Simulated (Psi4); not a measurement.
# CuSH (SMILES [SH][Cu]): CEPA(3)/aug-pcseg-0

What is the energy change on altering one bond length of CuSH at CEPA(3)/aug-pcseg-0? 

The calculation is run with Psi4 1.11.

1 further run of the same task is left out (set aside as unsound or not needed).

**1. The structure to begin with**

CuSH has 3 atoms, charge 0, and is taken as a singlet. As SMILES, `[SH][Cu]`. The coordinates come from a PBE0-D4/def2-TZVP relaxation.

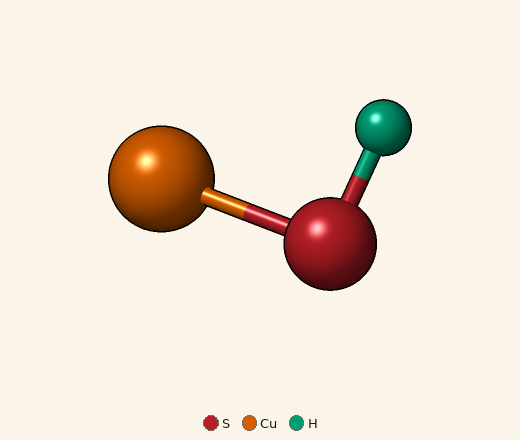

Viewed from a chosen angle; sulfur red, copper orange, hydrogen teal.

**2. The energy at CEPA(3)/aug-pcseg-0**

Input file job.py:

```python
import psi4

psi4.set_memory(1600000000)
psi4.set_num_threads(1)
psi4.core.set_output_file('psi4.out', False)

m = psi4.geometry("""
0 1
S     -0.96735080     1.07808875    -0.43520393
Cu     2.47459636     0.14456405     1.37874418
H     -1.52765460    -1.34510706    -0.96867361
units au
symmetry c1
""")

psi4.set_options({
    'scf_type': 'pk',
    'freeze_core': True,
})

result = psi4.energy('cepa(3)/aug-pcseg-0', molecule=m)
print(f'cepa(3)/aug-pcseg-0 energy: {result:.10f} Eh')
```

Command:

```sh
$ python job.py
```

psi4.out, cut to the lines that bear on the results:

```text
[...]
  Running in c1 symmetry.
[...]
  Nuclear repulsion =  128.208874503605273
[...]
  Multiplicity = 1
[...]
  Nalpha       = 23
  Nbeta        = 23
[...]
    Number of basis functions: 53
[...]
   @RHF iter   1: -2030.55095489672703   -1.03908e+00   5.59471e-02 ADIIS/DIIS
[...]
   @RHF iter  14: -2032.98531241980459   -7.04858e-12   8.65148e-09 DIIS
[...]
    Orbital Energies [Eh]
    ---------------------
    Doubly Occupied:
       1A   -328.980745     2A    -91.840870     3A    -40.600151
       4A    -35.890058     5A    -35.889465     6A    -35.887986
       7A     -8.785482     8A     -6.600887     9A     -6.598906
      10A     -6.596946    11A     -5.014040    12A     -3.169568
      13A     -3.156461    14A     -3.155394    15A     -0.899515
      16A     -0.573061    17A     -0.565509    18A     -0.558796
      19A     -0.555949    20A     -0.555834    21A     -0.467460
      22A     -0.355763    23A     -0.330077
[...]
  @RHF Final Energy: -2032.98531241980459
   => Energetics <=
    Nuclear Repulsion Energy =            128.2088745036052728
    One-Electron Energy =               -3088.3305190067649164
    Two-Electron Energy =                 927.1363320833548869
    Total Energy =                      -2032.9853124198048135
[...]
 Multipole Moments:
 ------------------------------------------------------------------------------------
     Multipole            Electronic (a.u.)      Nuclear  (a.u.)        Total (a.u.)
 ------------------------------------------------------------------------------------
 L = 1.  Multiply by 2.5417464519 to convert [e a0] to [Debye]
 Dipole X            :          7.3270886           -4.9853963            2.3416923
 Dipole Y            :         -0.8538673           -0.1487443           -1.0026116
 Dipole Z            :         -0.0000000           -0.0000000           -0.0000000
 Magnitude           :                                                    2.5473030
[...]
      * SCS-MP2 total energy:                -2033.300967232361
[...]
      * MP2 total energy:                    -2033.333286333201
[...]
```

On the terminal:

```text
cepa(3)/aug-pcseg-0 energy: -2033.2933870620 Eh
```

Run time: 2 s. Hardware: 1 thread of AMD EPYC 9B45 (Zen 5), shared host; peak memory 0.23 GiB.

**3. The distorted shape**

Input file job.dat:

```
memory 1.6 GB

molecule geom {
  0 1
  S     -0.304353     1.468095    -0.032693
  Cu     1.517047     0.974095     0.927207
  H     -0.808400    -0.711800    -0.512600
  symmetry c1
}

set reference rhf
set scf_type pk
set freeze_core true

e_tot, wfn = energy("cepa(3)/aug-pcseg-0", return_wfn=True)
print_variables()
```

Command:

```sh
$ psi4 -n 1 job.dat job.out
```

job.out, cut to the lines that bear on the results:

```text
[...]
  Running in c1 symmetry.
[...]
  Nuclear repulsion =  124.444244016408433
[...]
  Multiplicity = 1
[...]
  Nalpha       = 23
  Nbeta        = 23
[...]
    Number of basis functions: 53
[...]
   @RHF iter   1: -2030.25709266232798   -1.10218e+00   5.65806e-02 DIIS/ADIIS
[...]
   @RHF iter  16: -2032.87328092418579   -8.64020e-12   7.07944e-09 DIIS
[...]
    Orbital Energies [Eh]
    ---------------------
    Doubly Occupied:
       1A   -328.988575     2A    -91.889799     3A    -40.608041
       4A    -35.898025     5A    -35.897287     6A    -35.895996
       7A     -8.824835     8A     -6.639088     9A     -6.638295
      10A     -6.636294    11A     -5.022110    12A     -3.177522
      13A     -3.164470    14A     -3.163484    15A     -0.851579
      16A     -0.574005    17A     -0.570971    18A     -0.564126
      19A     -0.564022    20A     -0.563394    21A     -0.369490
      22A     -0.357742    23A     -0.342760
[...]
  @RHF Final Energy: -2032.87328092418579
   => Energetics <=
    Nuclear Repulsion Energy =            124.4442440164084331
    One-Electron Energy =               -3080.2312275894346385
    Two-Electron Energy =                 922.9137026488403990
    Total Energy =                      -2032.8732809241857922
[...]
 Multipole Moments:
 ------------------------------------------------------------------------------------
     Multipole            Electronic (a.u.)      Nuclear  (a.u.)        Total (a.u.)
 ------------------------------------------------------------------------------------
 L = 1.  Multiply by 2.5417464519 to convert [e a0] to [Debye]
 Dipole X            :          7.8107652           -5.2560264            2.5547388
 Dipole Y            :          0.6025859           -1.0279214           -0.4253355
 Dipole Z            :         -0.0000000            0.0000000           -0.0000000
 Magnitude           :                                                    2.5899036
[...]
      * SCS-MP2 total energy:                -2033.210990440263
[...]
      * MP2 total energy:                    -2033.241415323907
[...]
```

Run time: 2.1 s. Hardware: 1 thread of AMD EPYC 9B45 (Zen 5), shared host; peak memory 0.23 GiB.

**4. Summary of results**

Level: CEPA(3)/aug-pcseg-0, 14 core orbitals frozen.

| quantity | value |
| --- | --- |
| first shape: total energy | -2033.29339 Eh |
| first shape: HOMO energy (Hartree–Fock orbitals) | -8.98 eV |
| first shape: LUMO energy (Hartree–Fock orbitals) | -0.38 eV |
| first shape: HOMO–LUMO gap (Hartree–Fock orbitals) | 8.60 eV |
| first shape: correlation energy (14 core orbitals frozen) | -308.1 mEh |
| distorted shape: total energy | -2033.21727 Eh |
| distorted shape: HOMO energy (Hartree–Fock orbitals) | -9.33 eV |
| distorted shape: LUMO energy (Hartree–Fock orbitals) | -0.55 eV |
| distorted shape: HOMO–LUMO gap (Hartree–Fock orbitals) | 8.78 eV |
| distorted shape: correlation energy (14 core orbitals frozen) | -344.0 mEh |
| energy change with the S1–H3 bond stretched from 1.346 to 2.288 Å | 2.071 eV |

**Reading.** One bond (distorted shape) is far stretched, which a spin-restricted single reference describes badly; a broken-symmetry solution may lie lower. With the S1–H3 bond stretched from 1.346 to 2.288 Å the energy rises by 2.07 eV (200 kJ/mol). The first shape isn't relaxed at this level, so the change isn't measured from a minimum. A restricted reference can't describe the breaking bond well at this length.
